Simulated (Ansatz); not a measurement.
# Alloy of GaN and AlN (12 of 48 Ga sites exchanged), 96 atoms, part 2 of 2

Ansatz 0.2.0, PAW. Earlier steps stand in the parts before.

**3. r²SCAN on the final geometry**

in.yaml reads:

```yaml
crystal:
  lattice:
    - [9.489916, 0.000000, 0.000000]
    - [0.000000, 10.959478, 0.000000]
    - [0.000000, 0.000000, 10.285691]
  atoms:
    - { symbol: Ga, position: [0.166070, 0.082582, 0.248650] }
    - { symbol: Ga, position: [0.166310, 0.082351, 0.750693] }
    - { symbol: Ga, position: [0.000181, 0.334136, 0.248920] }
    - { symbol: Ga, position: [0.000096, 0.333832, 0.750641] }
    - { symbol: Ga, position: [0.500317, 0.083037, 0.749998] }
    - { symbol: Ga, position: [0.333441, 0.333814, 0.249656] }
    - { symbol: Ga, position: [0.333480, 0.334240, 0.749615] }
    - { symbol: Ga, position: [0.166591, 0.583365, 0.249575] }
    - { symbol: Ga, position: [0.166624, 0.583496, 0.749680] }
    - { symbol: Ga, position: [0.833419, 0.083003, 0.248771] }
    - { symbol: Ga, position: [0.833122, 0.083317, 0.750620] }
    - { symbol: Ga, position: [0.666111, 0.333936, 0.249680] }
    - { symbol: Ga, position: [0.334209, 0.833584, 0.249616] }
    - { symbol: Ga, position: [0.334304, 0.832953, 0.749588] }
    - { symbol: Ga, position: [0.832411, 0.583627, 0.749563] }
    - { symbol: Ga, position: [0.666144, 0.833175, 0.249476] }
    - { symbol: Ga, position: [0.665844, 0.833114, 0.749589] }
    - { symbol: Ga, position: [0.000468, 0.167716, 0.499745] }
    - { symbol: Ga, position: [0.333959, 0.166189, 0.498602] }
    - { symbol: Ga, position: [0.333063, 0.166492, 0.000583] }
    - { symbol: Ga, position: [0.999960, 0.666178, 0.498833] }
    - { symbol: Ga, position: [0.000281, 0.666402, 0.000836] }
    - { symbol: Ga, position: [0.665592, 0.165636, 0.499858] }
    - { symbol: Ga, position: [0.666328, 0.166240, 0.999865] }
    - { symbol: Ga, position: [0.499418, 0.417284, 0.500621] }
    - { symbol: Ga, position: [0.499738, 0.417034, 0.998741] }
    - { symbol: Ga, position: [0.334177, 0.666230, 0.499627] }
    - { symbol: Ga, position: [0.333957, 0.666306, 0.999541] }
    - { symbol: Ga, position: [0.166566, 0.915780, 0.499828] }
    - { symbol: Ga, position: [0.166231, 0.916255, 0.999628] }
    - { symbol: Ga, position: [0.833795, 0.417016, 0.499765] }
    - { symbol: Ga, position: [0.833664, 0.415816, 0.999720] }
    - { symbol: Ga, position: [0.665833, 0.666937, 0.498681] }
    - { symbol: Ga, position: [0.665586, 0.667111, 0.000550] }
    - { symbol: Ga, position: [0.833690, 0.916097, 0.499790] }
    - { symbol: Ga, position: [0.834016, 0.916594, 0.999646] }
    - { symbol: Al, position: [0.500219, 0.082581, 0.249416] }
    - { symbol: Al, position: [0.999643, 0.832154, 0.249415] }
    - { symbol: Al, position: [0.999711, 0.832736, 0.749393] }
    - { symbol: Al, position: [0.666206, 0.333779, 0.749197] }
    - { symbol: Al, position: [0.500654, 0.583247, 0.249048] }
    - { symbol: Al, position: [0.500528, 0.582591, 0.749136] }
    - { symbol: Al, position: [0.832567, 0.584102, 0.249023] }
    - { symbol: Al, position: [0.000367, 0.167683, 0.999273] }
    - { symbol: Al, position: [0.166833, 0.416685, 0.499383] }
    - { symbol: Al, position: [0.166407, 0.416094, 0.999282] }
    - { symbol: Al, position: [0.499889, 0.917378, 0.498422] }
    - { symbol: Al, position: [0.499792, 0.917070, 0.000429] }
    - { symbol: N, position: [0.999728, 0.167299, 0.183990] }
    - { symbol: N, position: [0.000090, 0.166800, 0.688608] }
    - { symbol: N, position: [0.336967, 0.164831, 0.190589] }
    - { symbol: N, position: [0.333266, 0.166547, 0.688406] }
    - { symbol: N, position: [0.167007, 0.416899, 0.183551] }
    - { symbol: N, position: [0.166285, 0.417015, 0.683946] }
    - { symbol: N, position: [0.996372, 0.668091, 0.191373] }
    - { symbol: N, position: [0.999493, 0.669769, 0.688946] }
    - { symbol: N, position: [0.663032, 0.165401, 0.189808] }
    - { symbol: N, position: [0.666528, 0.170061, 0.689972] }
    - { symbol: N, position: [0.499925, 0.420326, 0.188633] }
    - { symbol: N, position: [0.503547, 0.418439, 0.691163] }
    - { symbol: N, position: [0.337264, 0.665130, 0.189646] }
    - { symbol: N, position: [0.337325, 0.664361, 0.689784] }
    - { symbol: N, position: [0.162926, 0.913551, 0.189523] }
    - { symbol: N, position: [0.163336, 0.913937, 0.690018] }
    - { symbol: N, position: [0.832931, 0.420415, 0.189593] }
    - { symbol: N, position: [0.830147, 0.415210, 0.689942] }
    - { symbol: N, position: [0.666093, 0.663486, 0.191037] }
    - { symbol: N, position: [0.662824, 0.664980, 0.688716] }
    - { symbol: N, position: [0.500287, 0.920208, 0.185242] }
    - { symbol: N, position: [0.500171, 0.917256, 0.682983] }
    - { symbol: N, position: [0.836893, 0.914159, 0.189512] }
    - { symbol: N, position: [0.836477, 0.914767, 0.690079] }
    - { symbol: N, position: [0.166208, 0.082860, 0.437904] }
    - { symbol: N, position: [0.163043, 0.084789, 0.940565] }
    - { symbol: N, position: [0.003694, 0.335585, 0.438898] }
    - { symbol: N, position: [0.003726, 0.331898, 0.941076] }
    - { symbol: N, position: [0.499847, 0.079678, 0.434741] }
    - { symbol: N, position: [0.499424, 0.079683, 0.939419] }
    - { symbol: N, position: [0.329992, 0.334939, 0.439896] }
    - { symbol: N, position: [0.329700, 0.334597, 0.939610] }
    - { symbol: N, position: [0.167124, 0.579835, 0.439687] }
    - { symbol: N, position: [0.166579, 0.579636, 0.940034] }
    - { symbol: N, position: [0.000131, 0.832731, 0.433817] }
    - { symbol: N, position: [0.000087, 0.832301, 0.933793] }
    - { symbol: N, position: [0.833718, 0.083562, 0.438324] }
    - { symbol: N, position: [0.837071, 0.085319, 0.940533] }
    - { symbol: N, position: [0.666152, 0.332924, 0.438805] }
    - { symbol: N, position: [0.666359, 0.332756, 0.934318] }
    - { symbol: N, position: [0.499900, 0.582916, 0.433416] }
    - { symbol: N, position: [0.500210, 0.583526, 0.933474] }
    - { symbol: N, position: [0.336870, 0.834660, 0.439802] }
    - { symbol: N, position: [0.336881, 0.835130, 0.939958] }
    - { symbol: N, position: [0.832697, 0.583565, 0.434142] }
    - { symbol: N, position: [0.832867, 0.583449, 0.938779] }
    - { symbol: N, position: [0.663014, 0.835509, 0.439556] }
    - { symbol: N, position: [0.662912, 0.835678, 0.940153] }
  symmetry: { detect: false }
kpoints:
  mp_grid: { grid: [1, 1, 1], shift: [0.25, 0.25, 0.25] }
hamiltonian:
  xc: r2scan
scf:
  occupations: { method: fermi_dirac, width: 0.01 }
output:
  forces: true
  eigenvalues: true
  populations: true
  eigenstates: { kpoints: [[0.25, 0.25, 0.25]], e_range: [-6.0, 6.0], localisation: true }
```

Started as:

```sh
$ ansatz run in.yaml --threads 4 --pin off --max-ram 61750MiB --runs-dir r --events-out ev --progress --plain --backend cuda --devices 0, --max-vram 37GiB
```

Output:

```text
Pseudopotentials: kind: paw
Functional definition: r2SCAN
  parameter k0 = 0.174
  parameter k1 = 0.065
  parameter a1 = 4.9479
  exchange = r2scan_x(k0 = k0, k1 = k1, a1 = a1)
  correlation = r2scan_c
Crystal: 96 atoms, lattice volume = 1069.758 Å³
Basis set: ecut = 500 eV, 27197 PW (Γ), exchange–correlation on 288×320×320 points (64 copies of the dense FFT grid, shifted against one another)
Bands: 468, of which v1, the nominal top of the filled ones, is band 372 counted from 1 (371 counted from 0)
Symmetry: 1 space group operations
k-points: 1
Non-local potential: Ga, projectors of the file, l = 0: 2, l = 1: 2, l = 2: 3, l = 3: 1
Non-local potential: Al, projectors of the file, l = 0: 2, l = 1: 2, l = 2: 1
Non-local potential: N, projectors of the file, l = 0: 2, l = 1: 2, l = 2: 1
PAW form: soft (Blöchl's): semilocal exchange-correlation on the pseudo side does not see the compensation charge
PAW frozen core: Ga, regenerated for the run's functional (the file was generated under x = pbe(κ = 0.804, μ = 0.2195149727645171), c = pbe(β = 0.06672455060314922))
PAW frozen core: Al, regenerated for the run's functional (the file was generated under x = pbe(κ = 0.804, μ = 0.2195149727645171), c = pbe(β = 0.06672455060314922))
PAW frozen core: N, regenerated for the run's functional (the file was generated under x = pbe(κ = 0.804, μ = 0.2195149727645171), c = pbe(β = 0.06672455060314922))
PAW one-centre angular grid: Ga, 590 points (default); XC on 160 Gauss nodes
PAW one-centre angular grid: Al, 302 points (default); XC on 160 Gauss nodes
PAW one-centre angular grid: N, 302 points (default); XC on 160 Gauss nodes
Initial density: superposition of atomic densities (neutral atoms: chi_scale 0, normalization atom), corrected by the library's trained network
Initial wavefunctions: pseudopotential atomic-orbital guess
Functional: x = r2scan, c = r2scan; τ floored in thin density (d = 2e-4 eV/Å³)
SCF iter   1: F=—  HF=-161489.613310 eV  |F-HF|=—  |Δ(HF+E_count)|=         —  Δρ=1.12e-2  dr2=6.08e-1  dr2_τ=5.27e0  ethr=1.77e-3  ⟨swp⟩=6.0  Hψ=1637  notcnv=0  defer=59
preconditioner: auto → Resta (q_TF=auto, 2.568 Å⁻¹)  ε∞=4.2  [insulator: Δε(μ)=3.931 eV  Ē_g=17.295 eV  σ=0.010 eV  W_gap=1.00  n_scr=298 (ndim 8)  ℏωp=31.0 eV  f_vac=0.000  D(μ)=0.00/eV (n_scr^D=0)  ε∞_Penn≈4.2]
SCF iter   2: F=—  HF=-161491.584195 eV  |F-HF|=—  |Δ(HF+E_count)|=    1.97e0  Δρ=5.54e-3  dr2=2.23e-1  dr2_τ=5.89e-3  ethr=8.18e-5  ⟨swp⟩=3.0  Hψ=925  notcnv=0  defer=89
SCF iter   3: F=—  HF=-161491.564416 eV  |F-HF|=—  |Δ(HF+E_count)|=   1.98e-2  Δρ=3.41e-3  dr2=5.90e-2  dr2_τ=2.41e-3  ethr=3.00e-5  ⟨swp⟩=3.0  Hψ=754  notcnv=0  defer=89
SCF iter   4: F=—  HF=-161491.562665 eV  |F-HF|=—  |Δ(HF+E_count)|=   1.75e-3  Δρ=3.01e-4  dr2=6.52e-4  dr2_τ=3.05e-4  ethr=7.94e-6  ⟨swp⟩=3.0  Hψ=758  notcnv=0  defer=89
SCF iter   5: F=—  HF=-161491.561224 eV  |F-HF|=—  |Δ(HF+E_count)|=   1.44e-3  Δρ=1.44e-4  dr2=1.17e-4  dr2_τ=1.73e-5  ethr=8.77e-8  ⟨swp⟩=2.0  Hψ=751  notcnv=0  defer=89
SCF iter   6: F=—  HF=-161491.562648 eV  |F-HF|=—  |Δ(HF+E_count)|=   1.42e-3  Δρ=5.87e-5  dr2=4.03e-5  dr2_τ=5.39e-6  ethr=1.57e-8  ⟨swp⟩=2.0  Hψ=751  notcnv=0  defer=89
SCF iter   7: F=—  HF=-161491.562641 eV  |F-HF|=—  |Δ(HF+E_count)|=   7.23e-6  Δρ=1.38e-5  dr2=2.10e-6  dr2_τ=1.69e-7  ethr=5.42e-9  ⟨swp⟩=2.0  Hψ=750  notcnv=0  defer=89
SCF iter   8: F=—  HF=-161491.562641 eV  |F-HF|=—  |Δ(HF+E_count)|=   4.99e-7  Δρ=7.90e-6  dr2=6.96e-7  dr2_τ=4.19e-8  ethr=2.82e-10  ⟨swp⟩=2.0  Hψ=751  notcnv=0  defer=89
SCF iter   9: F=-161491.562641 eV  HF=-161491.562641 eV  |F-HF|=3.03e-8  |Δ(HF+E_count)|=   1.18e-7  Δρ=2.39e-6  dr2=6.46e-8  dr2_τ=9.00e-10  ethr=1.34e-11  ⟨swp⟩=11.0  Hψ=2519  notcnv=0
SCF 1 converged in 9 iterations: F = -161491.562641 eV  dr2 = 6.46e-8
NSCF: frozen V_eff on 1 k-points
SCF converged after 9 iterations
Free energy (F): -161491.562641 eV
Harris-Foulkes:  -161491.562641 eV  (|F-HF|=3.03e-8)
Internal energy: -161491.562641 eV  (E = F + TS)
E sigma→0 (E₀):  -161491.562641 eV
Fermi energy:    10.684242 eV
--- Per-component energies (eV) ---
  E_band       = -556.791133
  E_kinetic    = 10822.481605
  E_local      = -79028.043958  (includes V_loc(G=0)·N_el)
  E_nonlocal   = 17805.953586
  E_hartree    = 36328.365324
  E_xc         = -5569.205429
  E_vxc        = -6599.469955  (∫ρ·V_xc dr)
  E_paw        = -84176.843380  (= ΣΔE_a)
  E_vpaw       = -16573.431454  (= ΣTr[D̂ρ^β])
  E_aug_tail   = -0.000619  (compensation charges beyond the density's cutoff)
  E_vtau       = 358.969409  (kinetic-family band-sum trace: ∫τ·v_τ [+ j·A + Jᵃ·Aᵃ] dr)
  E_ewald      = -57648.618857
  E_core_change = -25.650912  (= ΣΔE_core)
  E_smearing   = -0.000000  (= −TS)
  E_closure    = 0.000000  (closes the sum)
  Σ components = -161491.562641   (vs F -161491.562641, Δ=0.00e0)
--- Forces (eV/Å), atoms counted from 1 ---
  atom   1  Ga    -0.00114971     0.00059566     0.00275096
  atom   2  Ga    -0.00461599     0.00690052    -0.01045490
  atom   3  Ga     0.00515629     0.00077509    -0.00502154
  atom   4  Ga     0.00371752    -0.00530053    -0.01188600
  atom   5  Ga    -0.00332864    -0.00031510    -0.00595234
  atom   6  Ga    -0.00159705     0.00376335    -0.00693545
  atom   7  Ga    -0.00597112    -0.00208000    -0.00717733
  atom   8  Ga     0.00331095    -0.00861377    -0.00570482
  atom   9  Ga     0.00113055    -0.00750382    -0.00819340
  atom  10  Ga     0.00302614     0.00063843     0.00070226
  atom  11  Ga     0.01163967     0.00512218    -0.00907360
  atom  12  Ga     0.00057405     0.00231184     0.00140381
  atom  13  Ga     0.00004331    -0.00114806    -0.00508592
  atom  14  Ga     0.00065321    -0.00011158    -0.00738074
  atom  15  Ga    -0.00026963    -0.00187622     0.00212076
  atom  16  Ga     0.00104520     0.00324293    -0.00507672
  atom  17  Ga    -0.00012287    -0.00276175    -0.00878505
  atom  18  Ga    -0.00164999    -0.00301243    -0.00338648
  atom  19  Ga    -0.01028226     0.00134657    -0.00632692
  atom  20  Ga    -0.00270830    -0.00037345    -0.00477119
  atom  21  Ga    -0.00210856     0.00234883    -0.01098817
  atom  22  Ga    -0.01009911    -0.00225727    -0.01069535
  atom  23  Ga     0.00536024     0.01058032    -0.01413566
  atom  24  Ga    -0.00220767     0.00264729    -0.00308673
  atom  25  Ga     0.00409875    -0.00054629    -0.01533482
  atom  26  Ga    -0.00113294     0.00510984    -0.00259541
  atom  27  Ga     0.00206014    -0.00388852    -0.01285925
  atom  28  Ga     0.00537452    -0.00651760    -0.00429946
  atom  29  Ga    -0.00576673     0.00367182    -0.01248408
  atom  30  Ga    -0.00646174     0.00051228    -0.00361069
  atom  31  Ga    -0.00720316    -0.00479864    -0.00973202
  atom  32  Ga    -0.00362520     0.01114071    -0.00370008
  atom  33  Ga    -0.00604131    -0.00504947    -0.00872416
  atom  34  Ga     0.00044248    -0.01031911    -0.01012327
  atom  35  Ga     0.00177661     0.00391396    -0.01288299
  atom  36  Ga     0.00260135    -0.00075522    -0.00265254
  atom  37  Al    -0.00169072     0.00243541    -0.00720143
  atom  38  Al    -0.00141849     0.00622650     0.00698775
  atom  39  Al     0.00317126    -0.00172506     0.00366877
  atom  40  Al     0.00712524     0.00177476     0.00274565
  atom  41  Al    -0.00231838    -0.00677828     0.00803888
  atom  42  Al     0.00395114     0.00510816     0.00824316
  atom  43  Al    -0.00257791    -0.00964775     0.00617421
  atom  44  Al     0.00259400    -0.00643654     0.00850662
  atom  45  Al    -0.00300174    -0.00245530    -0.00232427
  atom  46  Al     0.00328293    -0.00120982     0.01295449
  atom  47  Al    -0.00147828    -0.00947575    -0.00275275
  atom  48  Al    -0.00077021     0.00427780    -0.00179324
  atom  49  N     -0.00219180     0.00083263    -0.06425033
  atom  50  N     -0.00204977    -0.00113704     0.00500716
  atom  51  N      0.06008410    -0.03624482     0.02395405
  atom  52  N      0.00296526    -0.00472566     0.01017178
  atom  53  N     -0.00429333    -0.00190261    -0.06890433
  atom  54  N     -0.00131079     0.00331101    -0.06503760
  atom  55  N     -0.05610021     0.03792568     0.04181219
  atom  56  N      0.00008750     0.07117353     0.02820061
  atom  57  N     -0.05861846    -0.03680076     0.02201371
  atom  58  N     -0.00581458     0.06472043     0.02934477
  atom  59  N      0.00121877     0.06836058     0.02741354
  atom  60  N      0.05482676     0.03425139     0.04982298
  atom  61  N      0.06253097    -0.02974943     0.02432146
  atom  62  N      0.05967824    -0.03497262     0.03090144
  atom  63  N     -0.06043995    -0.03870638     0.02304477
  atom  64  N     -0.06086263    -0.03616134     0.02968053
  atom  65  N      0.00119682     0.06584033     0.02504136
  atom  66  N     -0.05869458    -0.03138098     0.02816167
  atom  67  N     -0.00322179    -0.06097181     0.04544155
  atom  68  N     -0.05951237    -0.03249403     0.03093952
  atom  69  N     -0.00168080     0.06370946    -0.04445715
  atom  70  N      0.00065731     0.00567545    -0.06468247
  atom  71  N      0.05889061    -0.03543855     0.02471223
  atom  72  N      0.05732570    -0.03579694     0.02993936
  atom  73  N      0.00371532     0.00072212     0.00781897
  atom  74  N     -0.05453875     0.03420737     0.02866900
  atom  75  N      0.06158982     0.03288680     0.02971116
  atom  76  N      0.05588935    -0.03370251     0.04646135
  atom  77  N      0.00123397    -0.06620924    -0.03247066
  atom  78  N      0.00298850    -0.06864787     0.01762482
  atom  79  N     -0.05724702     0.03520490     0.02920843
  atom  80  N     -0.05517334     0.03421863     0.02662829
  atom  81  N      0.00000636    -0.06648703     0.03029766
  atom  82  N     -0.00173348    -0.06695243     0.02501429
  atom  83  N      0.00204978    -0.00326223    -0.06581752
  atom  84  N      0.00297538     0.00052945    -0.06831505
  atom  85  N      0.00093813     0.00172608     0.00717857
  atom  86  N      0.05846501     0.03703760     0.02536620
  atom  87  N      0.00018454    -0.00278465    -0.00144471
  atom  88  N     -0.00083471    -0.00382759    -0.06113464
  atom  89  N      0.00187689     0.00267273    -0.06097751
  atom  90  N      0.00050691     0.00006474    -0.06532856
  atom  91  N      0.06036473     0.03750420     0.02861402
  atom  92  N      0.05981212     0.03694664     0.02896669
  atom  93  N      0.00370332     0.00379196    -0.05609546
  atom  94  N      0.00436650     0.00392030    -0.00155035
  atom  95  N     -0.05871766     0.03454531     0.02890061
  atom  96  N     -0.05967948     0.03706902     0.02897039
  max |Σ_I F_I| component: 4.90e-5 eV/Å
--- Band table (eV) ---
  k-point 0: bands = [... 360 lower levels ..., "7.9915", "8.0047", "8.0239", "8.1373", "8.1823", "8.2683", "8.3345", "8.3544", "8.3943", "8.4157", "8.6298", "8.7029", "12.6656", "13.7450", "13.8395", "13.9322", "13.9702", "14.0574", "14.1706", "14.3588", "14.4603", "14.4844", "14.5057", "14.5705", ... 84 higher levels ...]
--- Löwdin populations: 96 sites ---
  site symbol       q [e]
     0     Ga     12.1793
     1     Ga     12.1776
     2     Ga     12.1839
     3     Ga     12.1843
     4     Ga     12.1847
     5     Ga     12.1823
     6     Ga     12.1837
     7     Ga     12.1851
     8     Ga     12.1842
     9     Ga     12.1802
    10     Ga     12.1807
    11     Ga     12.1812
    12     Ga     12.1874
    13     Ga     12.1831
    14     Ga     12.1821
    15     Ga     12.1898
    16     Ga     12.1833
    17     Ga     12.1757
    18     Ga     12.1806
    19     Ga     12.1831
    20     Ga     12.1850
    21     Ga     12.1861
    22     Ga     12.1819
    23     Ga     12.1846
    24     Ga     12.1845
    25     Ga     12.1836
    26     Ga     12.1832
    27     Ga     12.1838
    28     Ga     12.1806
    29     Ga     12.1844
    30     Ga     12.1800
    31     Ga     12.1838
    32     Ga     12.1836
    33     Ga     12.1847
    34     Ga     12.1802
    35     Ga     12.1832
    36     Al      1.8295
    37     Al      1.8270
    38     Al      1.8248
    39     Al      1.8253
    40     Al      1.8258
    41     Al      1.8263
    42     Al      1.8275
    43     Al      1.8252
    44     Al      1.8235
    45     Al      1.8262
    46     Al      1.8270
    47     Al      1.8277
    48      N      5.8559
    49      N      5.7891
    50      N      5.8586
    51      N      5.7849
    52      N      5.8594
    53      N      5.8573
    54      N      5.9289
    55      N      5.8568
    56      N      5.8575
    57      N      5.8574
    58      N      5.8591
    59      N      5.9304
    60      N      5.8573
    61      N      5.8587
    62      N      5.8586
    63      N      5.8577
    64      N      5.8585
    65      N      5.8579
    66      N      5.9296
    67      N      5.8590
    68      N      5.9294
    69      N      5.8573
    70      N      5.8592
    71      N      5.8569
    72      N      5.7876
    73      N      5.8601
    74      N      5.8587
    75      N      5.9305
    76      N      5.9281
    77      N      5.8596
    78      N      5.8584
    79      N      5.8587
    80      N      5.8591
    81      N      5.8573
    82      N      5.8584
    83      N      5.8580
    84      N      5.7861
    85      N      5.8595
    86      N      5.7874
    87      N      5.8547
    88      N      5.8606
    89      N      5.8604
    90      N      5.8587
    91      N      5.8573
    92      N      5.8564
    93      N      5.7879
    94      N      5.8602
    95      N      5.8575
  spilling = 0.003094 (of n_electrons = 744.000000)
```

Wall time 9.8 s (1 × NVIDIA H100 80GB HBM3 with 4 threads of AMD EPYC 7R13, shared host); peak host memory 3 GiB.

At the single k point (¼, ¼, ¼) the filled levels end at 8.703 eV and the empty ones begin at 12.666 eV, a spacing of 3.96 eV. This point lies off Γ, so the spacing can exceed the gap by much.

Frontier states and how far they spread:

```csv
level (eV),spin,filling,atoms sharing it,main element,its share,largest atom
-0.43,both,2.00,63.0,N,0.84,–
-0.37,both,2.00,47.5,N,0.84,–
-0.35,both,2.00,57.0,N,0.84,–
-0.31,both,2.00,59.3,N,0.84,–
-0.29,both,2.00,59.2,N,0.84,–
-0.07,both,2.00,61.7,N,0.85,–
0.00,both,2.00,60.2,N,0.86,–
3.96,both,0.00,91.8,N,0.59,–
```

Forces by r²SCAN reach 0.08 eV/Å at most on these atoms (on N60).

**4. What came out**

This closing draws on all 2 parts. Changes of volume or cell count from the first structure of part 1.

| level | time | top filled to lowest empty (eV) |
| --- | --- | --- |
| PBEsol, relaxation | 11 s (GPU) | 3.44 |
| r²SCAN | 9.8 s (GPU) | 3.96 |

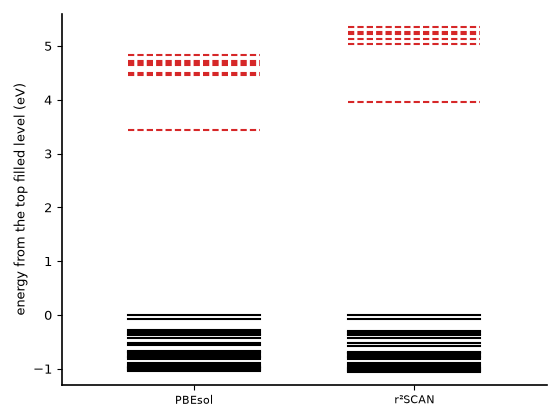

Levels near the gap by PBEsol, r²SCAN: filled black, empty red and dashed.

| quantity | value |
| --- | --- |
| relaxation | 5 recorded steps, 1.98 eV gained |
| largest shift | 0.09 Å (N69) |
| relaxed cell | a = 9.490 Å, b = 10.959 Å, c = 10.286 Å, α = 90.00°, β = 90.00°, γ = 90.00° |
| mean bonds | Al–N 1.895, Ga–N 1.948 Å |

**What this shows.** The relaxation lowers the energy by 1.98 eV; the largest shift is 0.09 Å (N69), while the volume changes by +0.0 %. Part of this undoes the random shake of the start. The mean lengths of the listed bonds run from Al–N 1.89 Å to Ga–N 1.95 Å. With one k point the spacing samples only the states that fold onto it, so it can exceed the gap over the zone.
